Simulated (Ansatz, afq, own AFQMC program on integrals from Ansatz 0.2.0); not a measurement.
# GeH4F (doublet): quantum Monte Carlo beside coupled cluster at distance Ge1–H5 along a hydrogen transfer = 1.880 Å, cc-pVTZ

How near does AFQMC come to the top of the ladder for GeH4F (doublet)?

The runs use Ansatz 0.2.0, Gaussian basis, and an in-house AFQMC program (afq) on its integrals; all values are calculated; cc-pVTZ, frozen cores.

The runs, in order: PBE (unrestricted); r2SCAN (unrestricted); CCSD(T) on UHF; PBE0 (unrestricted); CCSD(T) on UHF; B3LYP (unrestricted); wB97M-V (unrestricted); CCSD(T) on UHF; B2PLYP (unrestricted); Phaseless AFQMC, CISD trial on UHF.

## Step 1: What is computed

The geometry derives from fragments relaxed apart (PBE0/def2-TZVP) and kept rigid, so it is no stationary point. A hydrogen atom is moved between rigid fragments. No spin-orbit coupling is included. The filled d shell of Ge may be among the frozen orbitals whatever the setting's name suggests; the logs give the count.

6 atoms, charge 0, spin multiplicity 2.

Atoms are counted from 1 here; the program's logs count them from 0.

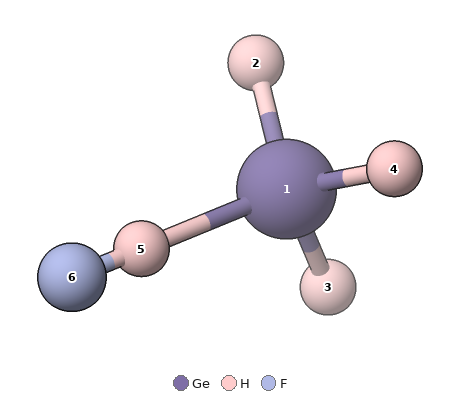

The geometry (germanium purple, hydrogen pink, fluorine light blue); atoms are numbered from 1 in the order of the file.

## Step 2: PBE (unrestricted)

in.yaml reads:

```yaml
crystal:
  periodic: [false, false, false]
  atoms:
    - {symbol: Ge, position_ang: [-0.555700, 0.000000, 0.000000]}
    - {symbol: H, position_ang: [-1.067150, 1.446599, 0.000000]}
    - {symbol: H, position_ang: [-1.067150, -0.723300, 1.252792]}
    - {symbol: H, position_ang: [-1.067150, -0.723299, -1.252792]}
    - {symbol: H, position_ang: [1.324300, 0.000000, 0.000000]}
    - {symbol: F, position_ang: [2.224300, 0.000000, 0.000000]}
basis:
  gaussian: {orbitals: cc-pVTZ}
magnetization: {spin_polarized: true, initial_magnetization: 1}
hamiltonian: {xc: {name: PBE}}
output: {orbitals: {seedname: orbitals}}
```

The run is started by

```sh
$ ansatz run in.yaml --threads 1 --pin off --events-out ev --progress --plain --max-ram 5632MiB --backend cpu
```

The log of the run:

```text
Functional definition: PBE
  name "PBE"
  cite "Perdew, Burke & Ernzerhof, Phys. Rev. Lett. 77, 3865 (1996) doi:10.1103/PhysRevLett.77.3865"
  parent pbe
  parameter kappa = 0.804
  parameter beta = 0.06672455060314922
  exchange = pbe_x(kappa = kappa, mu = beta*pi^2/3)
  correlation = pbe_c(beta = beta)
743 factors; their error is unknown
mean field evaluation 1: about -59286.8888 eV, gradient 2.8e1 eV
mean field evaluation 2: about -59281.7025 eV, gradient 5.2e1 eV
mean field evaluation 4: about -59289.1100 eV, gradient 1.4e0 eV
mean field evaluation 8: about -59289.1041 eV, gradient 1.6e-2 eV
mean field evaluation 16: about -59289.1041 eV, gradient 1.7e-5 eV
mean field -59289.10407212 eV, -2178.8343870522 hartree, gradient 1.7e-5 eV, S^2 0.751735; 0 other end points of the search recorded, 0 dependent functions left out
reference -59289.10410930 eV, -2178.8343884185 hartree; 23, 22 occupied and 106, 107 virtual orbitals, 743 factors
Total energy: -59289.10410930 eV, -2178.8343884185 hartree
```

Wall time 2.3 s (1 thread of AMD EPYC 7R13 (Zen 3), shared host); peak memory 2.2 GiB.

From the report: ⟨S²⟩ of the determinant 0.752 (pure doublet: 0.75).

## Step 3: r2SCAN (unrestricted)

in.yaml: that of step 2 with these lines changed.

```diff
@@ -12,3 +12,2 @@
 magnetization: {spin_polarized: true, initial_magnetization: 1}
-hamiltonian: {xc: {name: PBE}}
-output: {orbitals: {seedname: orbitals}}
+hamiltonian: {xc: {name: r2SCAN}}
```

The command is unchanged.

The log of the run:

```text
Functional definition: r2SCAN
  name "r2SCAN"
  cite "Furness, Kaplan, Ning, Perdew & Sun, J. Phys. Chem. Lett. 11, 8208 (2020) doi:10.1021/acs.jpclett.0c02405"
  cite "Furness, Kaplan, Ning, Perdew & Sun, J. Phys. Chem. Lett. 11, 9248 (2020) doi:10.1021/acs.jpclett.0c03077"
  parent r2scan
  parameter k0 = 0.174
  parameter k1 = 0.065
  parameter a1 = 4.9479
  exchange = r2scan_x(k0 = k0, k1 = k1, a1 = a1)
  correlation = r2scan_c
743 factors; their error is unknown
mean field evaluation 1: about -59297.3701 eV, gradient 2.6e1 eV
mean field evaluation 2: about -59294.5009 eV, gradient 4.2e1 eV
mean field evaluation 4: about -59299.1561 eV, gradient 9.0e-1 eV
mean field evaluation 8: about -59299.1496 eV, gradient 2.8e-2 eV
mean field evaluation 16: about -59299.1496 eV, gradient 2.5e-5 eV
mean field -59299.14958136 eV, -2179.2035527077 hartree, gradient 2.5e-5 eV, S^2 0.753788; 0 other end points of the search recorded, 0 dependent functions left out
reference -59299.14959467 eV, -2179.2035531969 hartree; 23, 22 occupied and 106, 107 virtual orbitals, 743 factors
Total energy: -59299.14959467 eV, -2179.2035531969 hartree
```

It took 4.5 s on 1 thread of AMD EPYC 7R13 (Zen 3), shared host; peak memory 2.2 GiB.

From the report: ⟨S²⟩ of the determinant 0.754 (pure doublet: 0.75).

## Step 4: CCSD(T) on UHF

in.yaml: that of step 3 with these lines changed.

```diff
@@ -12,2 +12,2 @@
 magnetization: {spin_polarized: true, initial_magnetization: 1}
-hamiltonian: {xc: {name: r2SCAN}}
+correlation: {method: ccsd_t, electrons: outside_noble_gas, hamiltonian_folder: ham}
```

The run is started by

```sh
$ ansatz run in.yaml --threads 1 --pin off --events-out ev --progress --plain --max-ram 16896MiB --backend cuda --devices 0, --max-vram 18GiB
```

The log of the run, shortened:

```text
Functional definition: HF
  name "HF"
  cite "Fock, Z. Phys. 61, 126 (1930) doi:10.1007/BF01340294"
  parent pbe
[...]
773 factors; integrals over basis functions are off by at most 1.5e-3 eV
[...]
mean field -59243.03501460 eV, -2177.1413804153 hartree, gradient 1.6e-6 eV, S^2 0.756527; 0 other end points of the search recorded, 0 dependent functions left out
15 core orbitals not correlated: weight in the atoms' cores, before any rotation towards them, 0.993 or more for the frozen orbitals, at most 0.007 for the correlated occupied ones
reference -59243.03501460 eV, -2177.1413804153 hartree; 8, 7 occupied and 106, 107 virtual orbitals, 773 factors
second order -10.65458134 eV of doubles, -0.00000000 eV of singles
cycle   1  -11.02948321 eV  change   -3.7e-1 eV  update   6.9e-2
[...]
cycle  10  -11.36504080 eV  change    4.8e-6 eV  update   7.8e-6
perturbative correction -0.29116762 eV, -0.0107002125 hartree
Total energy: -59254.69122302 eV, -2177.5697381737 hartree
```

It took 7.5 s on 1 × NVIDIA H100 80GB HBM3 with 1 thread of AMD EPYC 7R13 (Zen 3), shared host; peak host memory 2.2 GiB.

From the report: ⟨S²⟩ of the determinant 0.757 (pure doublet: 0.75); correlation -11.6562 eV; T1 0.012; largest double amplitude 0.03.

This run also writes the integrals to the folder ham.

## Step 5: PBE0 (unrestricted)

in.yaml: that of step 4 with these lines changed.

```diff
@@ -12,2 +12,3 @@
 magnetization: {spin_polarized: true, initial_magnetization: 1}
-correlation: {method: ccsd_t, electrons: outside_noble_gas, hamiltonian_folder: ham}
+hamiltonian: {xc: {name: PBE0}}
+output: {orbitals: {seedname: orbitals}}
```

The run is started by

```sh
$ ansatz run in.yaml --threads 1 --pin off --events-out ev --progress --plain --max-ram 5632MiB --backend cpu
```

The log of the run:

```text
Functional definition: PBE0
  name "PBE0"
  cite "Adamo & Barone, J. Chem. Phys. 110, 6158 (1999) doi:10.1063/1.478522"
  cite "Perdew, Burke & Ernzerhof, Phys. Rev. Lett. 77, 3865 (1996) doi:10.1103/PhysRevLett.77.3865"
  parent pbe
  parameter a = 0.25
  parameter kappa = 0.804
  parameter beta = 0.06672455060314922
  exchange = (1 - a)*pbe_x(kappa = kappa, mu = beta*pi^2/3) + a*exact_x
  correlation = pbe_c(beta = beta)
800 factors; their error is unknown
mean field evaluation 1: about -59288.9782 eV, gradient 2.4e1 eV
mean field evaluation 2: about -59287.5149 eV, gradient 3.4e1 eV
mean field evaluation 4: about -59290.4917 eV, gradient 6.9e-1 eV
mean field evaluation 8: about -59290.7015 eV, gradient 2.7e-1 eV
mean field evaluation 16: about -59290.7016 eV, gradient 2.8e-5 eV
mean field -59290.70158300 eV, -2178.8930944943 hartree, gradient 2.8e-5 eV, S^2 0.752409; 0 other end points of the search recorded, 0 dependent functions left out
reference -59290.70161071 eV, -2178.8930955128 hartree; 23, 22 occupied and 106, 107 virtual orbitals, 800 factors
Total energy: -59290.70161071 eV, -2178.8930955128 hartree
```

It took 3 s on 1 thread of AMD EPYC 7R13 (Zen 3), shared host; peak memory 2.2 GiB.

From the report: ⟨S²⟩ of the determinant 0.752 (pure doublet: 0.75).

## Step 6: CCSD(T) on UHF

in.yaml: that of step 5 with these lines changed.

```diff
@@ -10,5 +10,4 @@
 basis:
-  gaussian: {orbitals: cc-pVTZ}
+  gaussian: {orbitals: def2-TZVPP}
 magnetization: {spin_polarized: true, initial_magnetization: 1}
-hamiltonian: {xc: {name: PBE0}}
-output: {orbitals: {seedname: orbitals}}
+correlation: {method: ccsd_t, electrons: outside_noble_gas}
```

The run is started by

```sh
$ ansatz run in.yaml --threads 1 --pin off --events-out ev --progress --plain --max-ram 16896MiB --backend cuda --devices 0, --max-vram 18GiB
```

The log of the run, shortened:

```text
Functional definition: HF
  name "HF"
  cite "Fock, Z. Phys. 61, 126 (1930) doi:10.1007/BF01340294"
  parent pbe
[...]
830 factors; integrals over basis functions are off by at most 1.3e-3 eV
[...]
mean field -59242.14855183 eV, -2177.1088035092 hartree, gradient 3.6e-6 eV, S^2 0.756493; 0 other end points of the search recorded, 0 dependent functions left out
15 core orbitals not correlated: weight in the atoms' cores, before any rotation towards them, 0.993 or more for the frozen orbitals, at most 0.007 for the correlated occupied ones
reference -59242.14855183 eV, -2177.1088035092 hartree; 8, 7 occupied and 112, 113 virtual orbitals, 830 factors
second order -10.62415633 eV of doubles, -0.00000000 eV of singles
cycle   1  -11.00296763 eV  change   -3.8e-1 eV  update   7.1e-2
[...]
cycle  10  -11.34176646 eV  change    3.8e-6 eV  update   7.5e-6
perturbative correction -0.28750845 eV, -0.0105657408 hartree
Total energy: -59253.77782674 eV, -2177.5361714795 hartree
```

It took 4.9 s on 1 × NVIDIA H100 80GB HBM3 with 1 thread of AMD EPYC 7R13 (Zen 3), shared host; peak host memory 2.2 GiB.

From the report: ⟨S²⟩ of the determinant 0.756 (pure doublet: 0.75); correlation -11.6293 eV; T1 0.012; largest double amplitude 0.03.

## Step 7: B3LYP (unrestricted)

in.yaml: that of step 6 with these lines changed.

```diff
@@ -10,4 +10,4 @@
 basis:
-  gaussian: {orbitals: def2-TZVPP}
+  gaussian: {orbitals: cc-pVTZ}
 magnetization: {spin_polarized: true, initial_magnetization: 1}
-correlation: {method: ccsd_t, electrons: outside_noble_gas}
+hamiltonian: {xc: {name: B3LYP}}
```

The run is started by

```sh
$ ansatz run in.yaml --threads 1 --pin off --events-out ev --progress --plain --max-ram 5632MiB --backend cpu
```

The log of the run, shortened:

```text
Functional definition: B3LYP
  name "B3LYP"
  cite "Stephens, Devlin, Chabalowski & Frisch, J. Phys. Chem. 98, 11623 (1994) doi:10.1021/j100096a001"
  cite "Becke, Phys. Rev. A 38, 3098 (1988) doi:10.1103/PhysRevA.38.3098"
  cite "Lee, Yang & Parr, Phys. Rev. B 37, 785 (1988) doi:10.1103/PhysRevB.37.785"
  cite "Vosko, Wilk & Nusair, Can. J. Phys. 58, 1200 (1980) doi:10.1139/p80-159"
[...]
800 factors; their error is unknown
[...]
mean field -59302.03329890 eV, -2179.3095273727 hartree, gradient 5.4e-6 eV, S^2 0.751593; 0 other end points of the search recorded, 0 dependent functions left out
reference -59302.03352119 eV, -2179.3095355419 hartree; 23, 22 occupied and 106, 107 virtual orbitals, 800 factors
Total energy: -59302.03352119 eV, -2179.3095355419 hartree
```

Run time: 3.3 s. Hardware: 1 thread of AMD EPYC 7R13 (Zen 3), shared host; peak memory 2.2 GiB.

From the report: ⟨S²⟩ of the determinant 0.752 (pure doublet: 0.75).

## Step 8: wB97M-V (unrestricted)

in.yaml: that of step 7 with these lines changed.

```diff
@@ -12,2 +12,3 @@
 magnetization: {spin_polarized: true, initial_magnetization: 1}
-hamiltonian: {xc: {name: B3LYP}}
+hamiltonian: {xc: {name: wB97M-V}}
+output: {orbitals: {seedname: orbitals}}
```

Launched as before.

The log of the run, shortened:

```text
Functional definition: wB97M-V
  name "wB97M-V"
  cite "Mardirossian & Head-Gordon, J. Chem. Phys. 144, 214110 (2016) doi:10.1063/1.4952647"
  cite "Becke, J. Chem. Phys. 107, 8554 (1997) doi:10.1063/1.475007"
  cite "Vydrov & Van Voorhis, J. Chem. Phys. 133, 244103 (2010) doi:10.1063/1.3521275"
  # Of w^i u^j: cxij and so on, Table III.
[...]
  gx(w, u) = 1 - cx + cx01*u + cx10*w
  gss(w, u) = css00 + css04*u^4 + css10*w + css20*w^2 + css43*w^4*u^3
  gos(w, u) = cos00 + cos10*w + (cos20 + cos21*u)*w^2 + (cos60 + cos61*u)*w^6
[...]
      + integral(e_c_pw_mod_opposite_spin*gos(b97_w_opposite, b97_u_opposite)) + vv10(b, c)
793 factors; their error is unknown
181 factors; integrals over basis functions are off by at most 8.2e-6 eV
[...]
mean field -59296.14468418 eV, -2179.0931247732 hartree, gradient 3.1e-5 eV, S^2 0.751613; 0 other end points of the search recorded, 0 dependent functions left out
reference -59296.14472709 eV, -2179.0931263500 hartree; 23, 22 occupied and 106, 107 virtual orbitals, 793 factors
Total energy: -59296.14472709 eV, -2179.0931263500 hartree
```

Wall time 10 s (1 thread of AMD EPYC 7R13 (Zen 3), shared host); peak memory 2.2 GiB.

From the report: ⟨S²⟩ of the determinant 0.752 (pure doublet: 0.75).

## Step 9: CCSD(T) on UHF

in.yaml: that of step 8 with these lines changed.

```diff
@@ -10,5 +10,4 @@
 basis:
-  gaussian: {orbitals: cc-pVTZ}
+  gaussian: {orbitals: "def2-QZVPP.json"}
 magnetization: {spin_polarized: true, initial_magnetization: 1}
-hamiltonian: {xc: {name: wB97M-V}}
-output: {orbitals: {seedname: orbitals}}
+correlation: {method: ccsd_t, electrons: outside_noble_gas}
```

The run is started by

```sh
$ ansatz run in.yaml --threads 1 --pin off --events-out ev --progress --plain --max-ram 16896MiB --backend cuda --devices 0, --max-vram 18GiB
```

The log of the run, shortened:

```text
Functional definition: HF
  name "HF"
  cite "Fock, Z. Phys. 61, 126 (1930) doi:10.1007/BF01340294"
  parent pbe
[...]
1675 factors; integrals over basis functions are off by at most 1.2e-3 eV
[...]
mean field -59243.43781985 eV, -2177.1561832349 hartree, gradient 3.2e-6 eV, S^2 0.756688; 0 other end points of the search recorded, 0 dependent functions left out
15 core orbitals not correlated: weight in the atoms' cores, before any rotation towards them, 0.992 or more for the frozen orbitals, at most 0.008 for the correlated occupied ones
reference -59243.43781985 eV, -2177.1561832349 hartree; 8, 7 occupied and 243, 244 virtual orbitals, 1675 factors
second order -11.54047481 eV of doubles, -0.00000000 eV of singles
cycle   1  -11.79903177 eV  change   -2.6e-1 eV  update   7.2e-2
[...]
cycle  10  -12.14838035 eV  change    1.9e-6 eV  update   8.4e-6
perturbative correction -0.34468559 eV, -0.0126669619 hartree
Total energy: -59255.93088579 eV, -2177.6152949402 hartree
```

Run time: 14 s. Hardware: 1 × NVIDIA H100 80GB HBM3 with 1 thread of AMD EPYC 7R13 (Zen 3), shared host; peak host memory 2.2 GiB.

From the report: ⟨S²⟩ of the determinant 0.757 (pure doublet: 0.75); correlation -12.4931 eV; T1 0.012; largest double amplitude 0.02.

## Step 10: B2PLYP (unrestricted)

in.yaml: that of step 9 with these lines changed.

```diff
@@ -10,4 +10,5 @@
 basis:
-  gaussian: {orbitals: "def2-QZVPP.json"}
+  gaussian: {orbitals: cc-pVTZ}
 magnetization: {spin_polarized: true, initial_magnetization: 1}
-correlation: {method: ccsd_t, electrons: outside_noble_gas}
+hamiltonian: {xc: {name: B2PLYP}}
+correlation: {electrons: outside_noble_gas}
```

The run is started by

```sh
$ ansatz run in.yaml --threads 1 --pin off --events-out ev --progress --plain --max-ram 5632MiB --backend cpu
```

The log of the run, shortened:

```text
Functional definition: B2PLYP
  name "B2PLYP"
  cite "Grimme, J. Chem. Phys. 124, 034108 (2006) doi:10.1063/1.2148954"
  cite "Becke, Phys. Rev. A 38, 3098 (1988) doi:10.1103/PhysRevA.38.3098"
  cite "Lee, Yang & Parr, Phys. Rev. B 37, 785 (1988) doi:10.1103/PhysRevB.37.785"
[...]
773 factors; integrals over basis functions are off by at most 1.5e-3 eV
[...]
mean field -59284.24606450 eV, -2178.6558585652 hartree, gradient 6.0e-6 eV, S^2 0.753274; 0 other end points of the search recorded, 0 dependent functions left out
15 core orbitals not correlated: weight in the atoms' cores, before any rotation towards them, 0.989 or more for the frozen orbitals, at most 0.010 for the correlated occupied ones
reference -59284.24620393 eV, -2178.6558636891 hartree; 8, 7 occupied and 106, 107 virtual orbitals, 773 factors
second order -12.67975179 eV of doubles, -0.00000000 eV of singles
Total energy: -59287.66973692 eV, -2178.7816762057 hartree
```

Wall time 4.5 s (1 thread of AMD EPYC 7R13 (Zen 3), shared host); peak memory 2.2 GiB.

From the report: ⟨S²⟩ of the determinant 0.753 (pure doublet: 0.75).

## Step 11: Phaseless AFQMC, CISD trial on UHF

It reads the integrals that the CCSD(T) run on this determinant wrote.

The run is started by

```sh
$ afq ham --method phaseless --trial cisd --walkers 600 --populations 10 --least-time 60 --time-step 0.005 --steps-per-block 50 --equilibration-blocks 28 --max-blocks 4000 --target-error 0.00023 --factor-cut 1e-05 --start spin_pure --seed 6342 --release-times 0.24,0.51,0.99,1.5 --release-step 0.03 --release-every 4 --taylor-order 6
```

The log of the run:

```text
orbitals 114  electrons 8 7  factors 729 of 773
reference energy -2177.14138042 Eh
CCSD correlation -0.41765790 Eh in 10 cycles, weight of the determinant in the CISD state 0.8811
energy of the start -2177.558732 Eh
 block  time / (1/Eh)  mean weight  energy / Eh
     1     0.250  0.9978  -2177.556166
     2     0.500  0.9996  -2177.561034
     3     0.750  0.9994  -2177.566187
     4     1.000  0.9996  -2177.572005
     5     1.250  1.0014  -2177.567812
     6     1.500  1.0000  -2177.567162
     7     1.750  0.9999  -2177.566130
     8     2.000  0.9978  -2177.567735
     9     2.250  1.0000  -2177.568786
    10     2.500  1.0009  -2177.569469
    13     3.250  1.0010  -2177.570825
    17     4.250  0.9979  -2177.572686
    21     5.250  1.0014  -2177.572264
    25     6.250  0.9987  -2177.567699
    29     7.250  0.9999  -2177.568127
    33     8.250  1.0010  -2177.570498
    37     9.250  1.0010  -2177.570008
    41    10.250  1.0006  -2177.570642
    45    11.250  1.0001  -2177.568272
    49    12.250  1.0013  -2177.572471
    53    13.250  0.9992  -2177.568825
    57    14.250  1.0013  -2177.569563
    61    15.250  1.0011  -2177.571168
    65    16.250  0.9990  -2177.570224
    69    17.250  0.9991  -2177.567828
    73    18.250  1.0013  -2177.571806
    77    19.250  1.0010  -2177.568731
    81    20.250  1.0016  -2177.571312
    85    21.250  0.9998  -2177.571157
    89    22.250  0.9990  -2177.574141
    93    23.250  0.9994  -2177.568117
    97    24.250  1.0016  -2177.569357
   101    25.250  0.9997  -2177.572141
   105    26.250  1.0001  -2177.568479
   109    27.250  0.9983  -2177.570589
   113    28.250  0.9999  -2177.567276
   117    29.250  1.0001  -2177.576142
   121    30.250  1.0001  -2177.569990
   125    31.250  0.9992  -2177.573853
   129    32.250  0.9991  -2177.569558
   133    33.250  1.0004  -2177.571736
   137    34.250  1.0016  -2177.572704
   141    35.250  0.9997  -2177.571116
   145    36.250  1.0009  -2177.570579
   149    37.250  0.9993  -2177.566852
   153    38.250  0.9992  -2177.568436
   157    39.250  1.0002  -2177.571022
   161    40.250  0.9988  -2177.570470
   165    41.250  1.0011  -2177.574356
   169    42.250  1.0004  -2177.570519
   173    43.250  1.0008  -2177.567709
   177    44.250  0.9984  -2177.569875
   181    45.250  0.9991  -2177.572700
   185    46.250  1.0005  -2177.565145
error from the spread of 10 populations
released: time / (1/Eh)  energy / Eh  error  mean overlap
  0.24  -2177.570286  0.000264  0.9957
  0.51  -2177.570648  0.000206  0.9851
  0.99  -2177.570633  0.000269  0.9713
  1.50  -2177.570293  0.000485  0.9681
energy -2177.570324 +/- 0.000232 Eh
```

Wall time 4 min (1 × NVIDIA H100 80GB HBM3 with 2 threads of AMD EPYC 7R13 (Zen 3), shared host); peak host memory 2.2 GiB.

Energy -59254.7072 ± 0.0063 eV. Caveats: constraint bias not in the error.

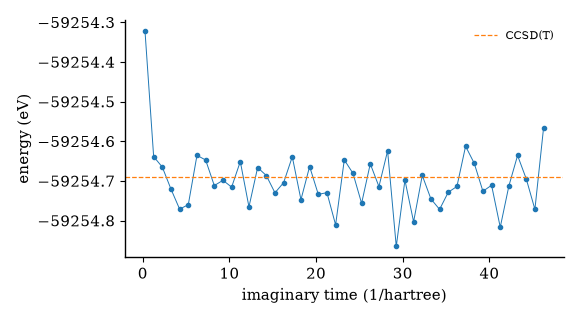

Block energies along the walk.

## Step 12: AFQMC on the ladder

On the UHF determinant, counted from CCSD(T) (a yardstick, not exact):

```tsv
level	energy (eV)	from CCSD(T) (kcal/mol)	statistical error (kcal/mol)	time
HF	-59243.0350	+268.80		
MP2	-59253.6896	+23.10		
CCSD	-59254.4001	+6.71		
CCSD(T)	-59254.6912	0.00		
Phaseless AFQMC, CISD trial, step 0.005, 600 walkers	-59254.7072	-0.37	0.15	4 min
```

The functionals' totals stand on their own zeros and serve differences with other points: PBE -59289.104 eV; r2SCAN -59299.150 eV; PBE0 -59290.702 eV; B3LYP -59302.034 eV; wB97M-V -59296.145 eV; B2PLYP -59287.670 eV.

## Step 13: Outcome

| quantity | value |
| --- | --- |
| Phaseless AFQMC, CISD trial on UHF from CCSD(T) | -0.37 ± 0.15 kcal/mol |

What this shows: On UHF the phaseless walk with the CISD trial lies -0.37 kcal/mol from CCSD(T), within three error bars. Error bars are statistical and leave out the constraint, the time step and what remains of the start.
